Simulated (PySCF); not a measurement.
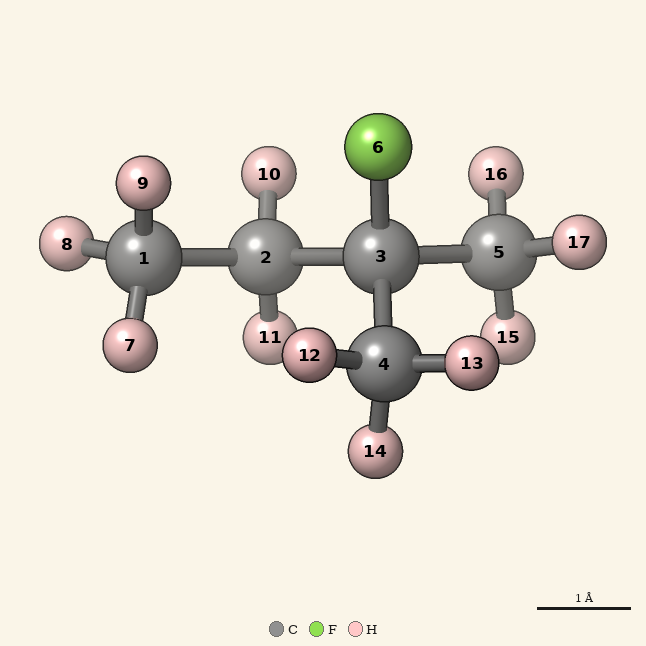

Orthographic view. Distant atoms are faded towards the background colour. Computed geometry: GFN2-xTB optimisation. No frequency run is at hand to confirm it as a minimum.

Write the connection table.

C1: C2, H7, H8, H9
C2: C1, C3, H10, H11
C3: C2, C4, C5, F6
C4: C3, H12, H13, H14
C5: C3, H15, H16, H17
F6: C3
(terminal hydrogens appear only as neighbours)
